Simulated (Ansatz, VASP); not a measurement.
# Fe3PO7 (Grattarolaite) in two plane-wave programs

Aim: how closely do two programs agree when they are given the same cell, functional and k mesh?

Program: Ansatz 0.2.0. Level of theory: plane waves, with VASP 6.6.1 beside it; single point at PBEsol, DFT+U. Results are calculated unless marked as measured.

In doubt: warnings of the run leave room for a lower electronic state, so energies may not be the lowest and differences between runs may mislead.

## 1. Starting point

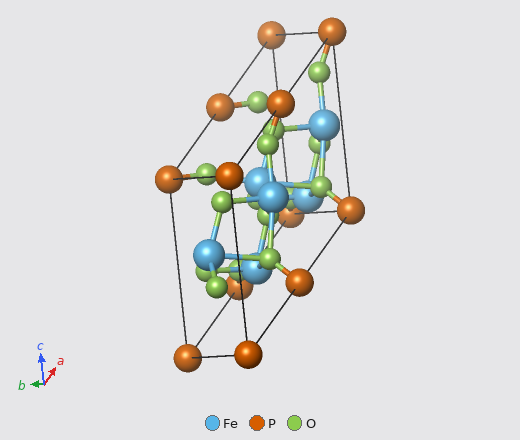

Start, viewed slightly off an axis; iron blue, phosphorus orange, oxygen green. Bonds to atoms that aren't drawn are left out. Some periodic images of atoms are drawn too.

## 2. Ansatz: single point, PBEsol, DFT+U

Ansatz runs on its default PAW (the set named soft_2) files.

A single point gives forces, pressure and levels at one fixed geometry, so differences don't come from the geometry; what else differs is listed under the comparison.

input.yaml reads:

```yaml
crystal:
  lattice:
    - [8.006, 4.6222662552, 4.5753333334]
    - [0.0, 4.6222662552, 4.5753333334]
    - [4.003, -2.3111331275, 4.5753333334]
  atoms:
    - { symbol: Fe, position: [0.92575, 0.1485, 0.5395], spin: 4.0 }
    - { symbol: Fe, position: [0.42575, 0.1485, 0.5395], spin: -4.0 }
    - { symbol: Fe, position: [0.92575, 0.5395, 0.1485], spin: 4.0 }
    - { symbol: Fe, position: [0.42575, 0.5395, 0.1485], spin: -4.0 }
    - { symbol: Fe, position: [0.53475, 0.5395, 0.5395], spin: -4.0 }
    - { symbol: Fe, position: [0.03475, 0.5395, 0.5395], spin: 4.0 }
    - { symbol: P, position: [0.0, 0.0, 0.0] }
    - { symbol: P, position: [0.5, 0.0, 0.0] }
    - { symbol: O, position: [0.88555, 0.2289, 0.2289] }
    - { symbol: O, position: [0.38555, 0.2289, 0.2289] }
    - { symbol: O, position: [0.6166, 0.7668, 0.3895] }
    - { symbol: O, position: [0.1166, 0.7668, 0.3895] }
    - { symbol: O, position: [0.6166, 0.3895, 0.7668] }
    - { symbol: O, position: [0.1166, 0.3895, 0.7668] }
    - { symbol: O, position: [0.9939, 0.3895, 0.3895] }
    - { symbol: O, position: [0.4939, 0.3895, 0.3895] }
    - { symbol: O, position: [0.928, 0.144, 0.833] }
    - { symbol: O, position: [0.428, 0.144, 0.833] }
    - { symbol: O, position: [0.928, 0.833, 0.144] }
    - { symbol: O, position: [0.428, 0.833, 0.144] }
    - { symbol: O, position: [0.239, 0.833, 0.833] }
    - { symbol: O, position: [0.739, 0.833, 0.833] }
hamiltonian:
  xc: pbesol
  pseudopotentials: { kind: paw }
  hubbard: { sites: [{ species: Fe, l: d, u_eff: 4.5 }] }
magnetization:
  spin_polarized: true
kpoints:
  mp_grid: { grid: [3, 6, 6] }
scf:
  occupations: { method: fermi_dirac, width: 0.05 }
  n_extra_bands: 23
output:
  forces: true
  stress: true
  eigenvalues: true
  write_density: true
  write_potential: true
  elf: true
  volumetric_format: npy
```

Run with:

```console
ansatz run input.yaml --threads 8 --pin off --max-ram 18432MiB --backend cpu --events-out ev --progress --plain --runs-dir out
```

Numbers of over 12 decimals in the logs are rounded to 6 here.

The program printed:

```text
Fe: projections on atomic orbitals take those of the free atom [Ne] 3s2 3p6 3d6 4s2, of charge +0.00 (hamiltonian.pseudopotentials.projection_atoms); the dataset's partial waves leave at most 1.1e-6 of an orbital's norm unspanned inside its sphere
P: projections on atomic orbitals take those of the free atom [Ne] 3s2 3p3, of charge +0.00 (hamiltonian.pseudopotentials.projection_atoms); the dataset's partial waves leave at most 1.0e-7 of an orbital's norm unspanned inside its sphere
O: projections on atomic orbitals take those of the free atom [He] 2s2 2p4, of charge +0.00 (hamiltonian.pseudopotentials.projection_atoms); the dataset's partial waves leave at most 1.9e-8 of an orbital's norm unspanned inside its sphere
scf.n_extra_bands = 23 over 95 filled bands (N_el = 190.0): the run solves 118 bands
Engine: ansatz 0.2.0, aarch64-unknown-linux-gnu
Pseudopotentials: kind: paw
Pseudopotential: Fe, paw, valence charge 16, recommended cutoff 420 eV (normal), Fe.paw.azcp
Pseudopotential: P, paw, valence charge 5, recommended cutoff 420 eV (normal), P.paw.azcp
Pseudopotential: O, paw, valence charge 6, recommended cutoff 420 eV (normal), O.paw.azcp
Functional definition: PBEsol
  exchange = pbesol_x
  correlation = pbesol_c
Crystal: 22 atoms, lattice volume = 253.971 Å³
Basis set: ecut = 420 eV, 5001 PW (Γ), exchange–correlation on 144×90×90 points (8 copies of the dense FFT grid, shifted against one another)
Bands: 118, of which v1, the nominal top of the filled ones, is band 95 counted from 1 (94 counted from 0)
Symmetry: 2 space group operations
Space group: Cm (ITA 8), of the structure as read, at distance tolerance 6.3e-5 Å
Magnetic group: BNS 8.35 (UNI 42), of the structure as read, at distance tolerance 6.3e-5 Å
k-points: 34 of 108 (time reversal used)
Non-local potential: Fe, projectors of the file, l = 0: 3, l = 1: 2, l = 2: 3, l = 3: 1
Non-local potential: P, projectors of the file, l = 0: 2, l = 1: 2, l = 2: 2
Non-local potential: O, projectors of the file, l = 0: 2, l = 1: 2, l = 2: 1
PAW form: soft (Blöchl's): semilocal exchange-correlation on the pseudo side does not see the compensation charge
PAW frozen core: Fe, regenerated for the run's functional, and the local potential with it (the file was generated under x = pbe(κ = 0.804, μ = 0.219515), c = pbe(β = 0.066725))
PAW frozen core: P, regenerated for the run's functional, and the local potential with it (the file was generated under x = pbe(κ = 0.804, μ = 0.219515), c = pbe(β = 0.066725))
PAW frozen core: O, regenerated for the run's functional, and the local potential with it (the file was generated under x = pbe(κ = 0.804, μ = 0.219515), c = pbe(β = 0.066725))
PAW one-centre angular grid: Fe, 590 points (default); XC on 64 Gauss nodes
PAW one-centre angular grid: P, 110 points (default); XC on 64 Gauss nodes
PAW one-centre angular grid: O, 110 points (default); XC on 64 Gauss nodes
Initial density: superposition of atomic densities (chi_scale 0.1, normalization cell, long waves kept (reshape's long-wave potential 0.18 eV rms))
Starting moments: Σ|m| = 24 μB on 6 of 22 sites
Starting magnetic order: antiferromagnet; a translation exchanges its spin sublattices: spin-degenerate at every k-point
Initial wavefunctions: pseudopotential atomic-orbital guess
Functional: x = pbesol(κ = 0.804, μ = 0.123457), c = pbesol(β = 0.046)
SCF iter   1: F=—  HF=-36019.563666 eV  |F-HF|=—  |Δ(HF+E_count)|=         —  Δρ=1.13e-1 (↑1.13e-1 ↓1.13e-1)  dr2=1.40e2  dr2_m=4.10e0  M=0.000 μB ∫|m|=21.084 μB  β_m=0.30  ethr=3.10e-3  ⟨swp⟩=6.6  Hψ=16052  notcnv=0  defer=54
preconditioner: auto → Kerker (q_TF=auto, 2.599 Å⁻¹)  [metal: Δε(μ)=0.008 eV  Ē_g=10.661 eV  σ=0.050 eV  W_gap=0.04  n_scr=86 (ndim 8)  ℏωp=27.8 eV  f_vac=0.029  D(μ)=16.58/eV (n_scr^D=196)]
spin=Collinear: Kerker preconditioning applied to the charge; magnetization (m = ρ↑ − ρ↓) channel mixes plain (no charge-response kernel on spin).
SCF iter   2: F=—  HF=-36013.012676 eV  |F-HF|=—  |Δ(HF+E_count)|=    6.55e0  Δρ=7.31e-2 (↑7.31e-2 ↓7.31e-2)  dr2=2.11e1  dr2_m=6.55e0  M=0.000 μB ∫|m|=28.014 μB  β_m=1.00  ethr=3.10e-3  ⟨swp⟩=3.0  Hψ=8756  notcnv=0  defer=265
preconditioner: auto → Resta (q_TF=auto, 2.599 Å⁻¹)  ε∞=6.8  [insulator: Δε(μ)=1.525 eV  Ē_g=11.545 eV  σ=0.050 eV  W_gap=1.00  n_scr=86 (ndim 8)  ℏωp=27.8 eV  f_vac=0.024  D(μ)=0.00/eV (n_scr^D=0)  ε∞_Penn≈6.8]
spin=Collinear: Resta preconditioning applied to the charge; magnetization (m = ρ↑ − ρ↓) channel mixes plain (no charge-response kernel on spin).
SCF iter   3: F=—  HF=-36009.464570 eV  |F-HF|=—  |Δ(HF+E_count)|=    3.55e0  Δρ=2.87e-2 (↑2.87e-2 ↓2.87e-2)  dr2=7.12e0  dr2_m=1.87e-2  M=0.000 μB ∫|m|=27.931 μB  β_m=0.30  ethr=3.10e-3  ⟨swp⟩=2.3  Hψ=7665  notcnv=0  defer=353
SCF iter   4: F=—  HF=-36010.823822 eV  |F-HF|=—  |Δ(HF+E_count)|=    1.36e0  Δρ=1.96e-2 (↑1.96e-2 ↓1.96e-2)  dr2=2.29e0  dr2_m=1.82e-1  M=0.000 μB ∫|m|=27.285 μB  β_m=0.30  ethr=3.10e-3  ⟨swp⟩=3.4  Hψ=7125  notcnv=0  defer=346
SCF iter   5: F=—  HF=-36011.737088 eV  |F-HF|=—  |Δ(HF+E_count)|=   9.13e-1  Δρ=1.76e-2 (↑1.76e-2 ↓1.76e-2)  dr2=2.39e0  dr2_m=7.57e-2  M=0.000 μB ∫|m|=28.142 μB  β_m=1.00  ethr=1.21e-3  ⟨swp⟩=3.4  Hψ=8367  notcnv=0  defer=308
[...]
SCF iter  11: F=—  HF=-36012.212687 eV  |F-HF|=—  |Δ(HF+E_count)|=   6.77e-4  Δρ=2.41e-4 (↑2.41e-4 ↓2.41e-4)  dr2=4.56e-4  dr2_m=1.89e-5  M=0.000 μB ∫|m|=27.928 μB  β_m=0.67  ethr=4.07e-7  ⟨swp⟩=2.1  Hψ=6984  notcnv=0  defer=435
SCF iter  12: F=—  HF=-36012.212782 eV  |F-HF|=—  |Δ(HF+E_count)|=   9.50e-5  Δρ=6.48e-5 (↑6.48e-5 ↓6.48e-5)  dr2=4.35e-5  dr2_m=3.09e-6  M=0.000 μB ∫|m|=27.927 μB  β_m=0.83  ethr=2.40e-7  ⟨swp⟩=2.0  Hψ=5564  notcnv=0  defer=435
SCF iter  13: F=—  HF=-36012.212841 eV  |F-HF|=—  |Δ(HF+E_count)|=   5.92e-5  Δρ=6.30e-5 (↑6.30e-5 ↓6.30e-5)  dr2=3.17e-5  dr2_m=8.44e-7  M=0.000 μB ∫|m|=27.929 μB  β_m=0.74  ethr=2.29e-8  ⟨swp⟩=2.0  Hψ=5989  notcnv=0  defer=435
SCF iter  14: F=—  HF=-36012.212842 eV  |F-HF|=—  |Δ(HF+E_count)|=   9.32e-7  Δρ=1.76e-5 (↑1.76e-5 ↓1.76e-5)  dr2=3.40e-6  dr2_m=1.26e-7  M=0.000 μB ∫|m|=27.928 μB  β_m=0.76  ethr=1.67e-8  ⟨swp⟩=2.0  Hψ=5657  notcnv=0  defer=435
SCF iter  15: F=—  HF=-36012.212845 eV  |F-HF|=—  |Δ(HF+E_count)|=   3.08e-6  Δρ=1.22e-5 (↑1.22e-5 ↓1.22e-5)  dr2=1.11e-6  dr2_m=7.85e-8  M=0.000 μB ∫|m|=27.928 μB  β_m=0.74  ethr=1.79e-9  ⟨swp⟩=2.0  Hψ=5549  notcnv=0  defer=435
SCF iter  16: F=—  HF=-36012.212846 eV  |F-HF|=—  |Δ(HF+E_count)|=   2.33e-7  Δρ=4.78e-6 (↑4.78e-6 ↓4.78e-6)  dr2=1.84e-7  dr2_m=6.45e-9  M=0.000 μB ∫|m|=27.928 μB  β_m=0.71  ethr=5.86e-10  ⟨swp⟩=2.0  Hψ=5719  notcnv=0  defer=435
SCF iter  17: F=-36012.212846 eV  HF=-36012.212846 eV  |F-HF|=1.07e-8  |Δ(HF+E_count)|=   3.94e-8  Δρ=1.82e-6 (↑1.82e-6 ↓1.82e-6)  dr2=3.00e-8  dr2_m=7.40e-10  M=0.000 μB ∫|m|=27.928 μB  ethr=5.26e-11  ⟨swp⟩=22.7  Hψ=31953  notcnv=0
SCF 1 converged in 17 iterations: F = -36012.212846 eV  dr2 = 3.00e-8
  greatest PAW one-centre occupation: 1.002 electrons in one spin orbital (limit 2), on the Fe atom at site 3 (counted from 0), in its partial waves of l = 1
WARN: an SCF from antiferromagnetic starting moments (4.15, -4.15, 4.15, -4.15, 4.18, -4.18, 0.00, 0.00, 0.00, 0.00, 0.00, 0.00, 0.00, 0.00, 0.00, 0.00, 0.00, 0.00, 0.00, 0.00, 0.00, 0.00 Bohr magnetons, atom by atom) was not made, by what the run has read of turns of its moments that order reads lower: the deck asks for what bars it, or types moments that do (magnetization.spin_polarized, in the input reference, nam [...]
SCF converged after 17 iterations
Magnetization: 0.0000 μB (95.0000 up, 95.0000 down)
Absolute magnetization: 27.9374 μB (∫|ρ↑−ρ↓|, with the PAW one-centre terms)
Spin contamination: 14.6213 ħ² per cell (⟨S²⟩ above its minimum at these occupations)
Per-site moments (μB) at R_I (Å): [(3.796351, 0.780382), (-3.796351, 0.780382), (3.796351, 0.780382), (-3.796351, 0.780382), (-3.824694, 0.780382), (3.824694, 0.780382), (0.0045344, 0.619493), (-0.0045344, 0.619493), (0.039194, 0.648013), (-0.039194, 0.648013), (-0.105703, 0.780382), (0.105703, 0.780382), (-0.105703, 0.780382), (0.105703, 0.780382), (0.350538, 0.780382), (-0.350538, 0.780382), (0.081577, 0.619493), (-0.081577, 0.619493), (0.081577, 0.619493), (-0.081577, 0.619493), (-0.078064, 0.619493), (0.078064, 0.619493)]
Free energy (F): -36012.212846 eV
Harris-Foulkes:  -36012.212846 eV  (|F-HF|=1.07e-8)
Internal energy: -36012.212846 eV  (E = F + TS)
E sigma→0 (E₀):  -36012.212846 eV
Fermi energy:    7.938252 eV
--- Per-component energies (eV) ---
  E_band       = -2660.557722
  E_kinetic    = 4627.539066
  E_local      = -24032.427845  (includes V_loc(G=0)·N_el)
  E_nonlocal   = 2096.802996
  E_hartree    = 9651.919674
  E_xc         = -1824.360694
  E_vxc        = -2311.531380  (∫ρ·V_xc dr)
  E_hubbard    = 9.500573  (on-site DFT+U / exact-exchange correction)
  E_vhub       = -59.240882  (the Hubbard potential's part of the band-sum identity)
  E_paw        = -11252.297487  (= ΣΔE_a)
  E_vpaw       = -2285.560370  (= ΣTr[D̂ρ^β])
  E_aug_tail   = 0.042061  (compensation charges beyond the density's cutoff)
  E_ewald      = -15290.592623
  E_core_change = 1.661433  (= ΣΔE_core)
  E_smearing   = -0.000000  (= −TS)
  E_closure    = -0.000000  (closes the sum)
  Σ components = -36012.212846   (vs F -36012.212846, Δ=0.00e0)
--- Forces (eV/Å), atoms counted from 1 ---
  atom   1  Fe    -0.23563929    -0.27172866     0.18696250
  atom   2  Fe    -0.23563929    -0.27172866     0.18696250
  atom   3  Fe    -0.35314357    -0.06820528     0.18696250
  atom   4  Fe    -0.35314357    -0.06820528     0.18696250
  atom   5  Fe    -0.08660625    -0.05000214     0.29495385
  atom   6  Fe    -0.08660625    -0.05000214     0.29495385
  atom   7  P     -0.03938659    -0.02273986     0.42138624
  atom   8  P     -0.03938659    -0.02273986     0.42138624
  atom   9  O      0.00263435     0.00152094     0.61314118
  atom  10  O      0.00263435     0.00152094     0.61314118
  atom  11  O      0.26005041     0.18357922    -0.26884524
  atom  12  O      0.26005041     0.18357922    -0.26884524
  atom  13  O      0.28900948     0.13342065    -0.26884524
  atom  14  O      0.28900948     0.13342065    -0.26884524
  atom  15  O      0.06572200     0.03794462    -0.14602133
  atom  16  O      0.06572200     0.03794462    -0.14602133
  atom  17  O     -1.20380745     0.71449765    -0.32747931
  atom  18  O     -1.20380745     0.71449765    -0.32747931
  atom  19  O      0.01686939    -1.39977666    -0.32747931
  atom  20  O      0.01686939    -1.39977666    -0.32747931
  atom  21  O      1.28428761     0.74148380    -0.36477761
  atom  22  O      1.28428761     0.74148380    -0.36477761
  max |Σ_I F_I| component: 8.35e-5 eV/Å
--- Stress (GPa, compression-positive) ---
        4.946754      -0.484482       0.669435
       -0.484482       5.506186       0.386498
        0.669438       0.386500       3.839247
  P = ⅓ Tr σ = 4.7641 GPa (47.641 kbar)
--- Band table (eV; the first three rows and the last of 68) ---
  k-point 0 ↑: bands = [... 91 lower, 6.2962, 6.4855, 6.5300, 6.8158, 9.1381, 9.1742, 9.2382, 9.3490, ... 19 higher]
  k-point 1 ↑: bands = [... 91 lower, 6.3749, 6.4573, 6.4884, 6.7244, 9.1091, 9.1899, 9.2367, 9.3819, ... 19 higher]
  k-point 2 ↑: bands = [... 91 lower, 6.3999, 6.4839, 6.5674, 6.6893, 9.1000, 9.1964, 9.2575, 9.3591, ... 19 higher]
  k-point 33 ↓: bands = [... 91 lower, 6.3304, 6.4551, 6.6557, 6.6591, 9.0809, 9.2175, 9.2481, 9.3000, ... 19 higher]
Occupation matrices written to <dir>
```

The job ended after 79 s (8 threads of Arm Neoverse N1, shared host; peak memory 2.6 GiB; 10 min of CPU time).

In the SCF lines HF is the Harris–Foulkes energy and dr2 the Hartree energy of the density residual, in eV; the loop may stop once dr2 is under the threshold and the program's other checks hold. Hψ counts applications of the Hamiltonian.

The run ends at a pressure of 4.76 GPa, with forces up to 1.5 eV/Å.

(Continued in part 2 of 2.)

[Lines on the potential files, build, host, timing and source positions are cut from VASP's logs without a mark.]

[Logs are printed without paths, hosts, clocks, repeated set-up lines and the standing remarks that a program may print on its own settings, such as how far it seeks lower states.]

[Hosts, paths, dates, database ids (printed as entryN), source tags and the programs' standing remarks are cut or masked in the printed files.]
